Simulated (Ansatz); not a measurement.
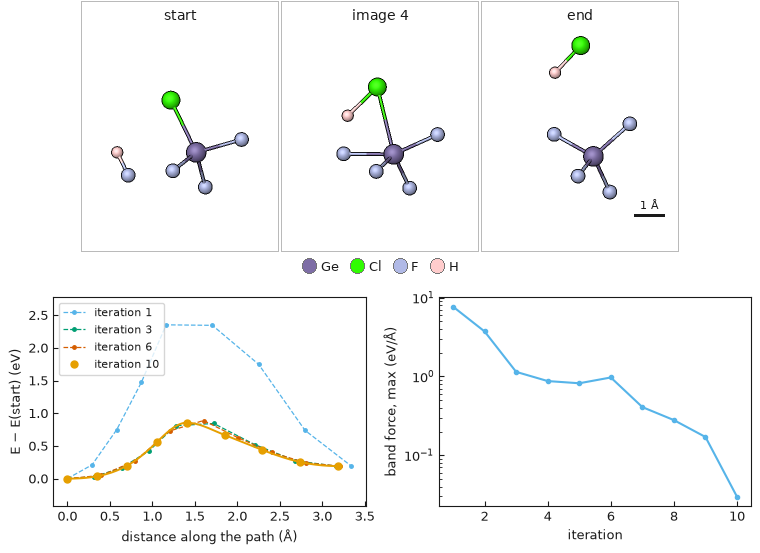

NEB run on GeHClF4, made up at the start of GeClF₃ and HF. Images are numbered from 0 (start) to 8 (end). The plot follows the band through its iterations. Style: ball-and-stick. Shown at a tilt.

Method: Ansatz, RKS r2SCAN/def2-SVP. Run with 7 movable images; climbing image; force threshold 0.03 eV/Å; iteration limit 60; starting path through a guess of the saddle point.

**Judge this run.**

The run is converged, with reservations. The band converged in 10 iterations. The largest component of the band force went from 7.7 to 0.03 eV/Å. The climbing image converged on the top of the path. Its vibrational analysis gives 2 imaginary modes over 30i cm⁻¹, so it isn't confirmed as a transition state. The first iteration put the highest image at 2.35 eV. The energy climbs by 0.86 eV to image 4 and then falls by 0.66 eV, so the end point sits at +0.19 eV.

Limits of the set-up: the start holds two separate molecules, 2.6 Å apart at their closest, whose relative position is a soft coordinate and is computed without a dispersion correction.

The run took 3.4 min on 4 threads of Arm Neoverse V1, on a shared host, peak memory 0.2 GiB.
